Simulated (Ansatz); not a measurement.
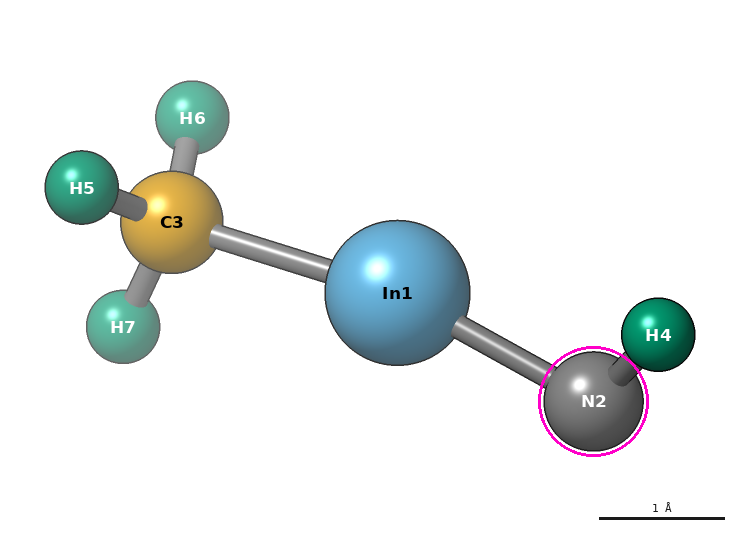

Orthographic view. Distant atoms are faded towards the background colour. Computed geometry: PBE0-D4/def2-TZVP optimisation.

Question: Name the neighbours of the circled atom.

Answer: The circled atom is N2; it is bonded to In1, H4.

Question: What is the shortest path along bonds from the circled atom to H7?

Answer: N2–In1–C3–H7, 3 bonds; through space the two are 4.35 Å apart.

Question: Of C3 and H5, which is nearer the viewer?

Answer: H5; the bond to C3 points away from the viewer, so it looks shorter than its 1.09 Å.

Question: Which atom is nearest the viewer?

Answer: H4, 1.6 Å in front of the mean position.
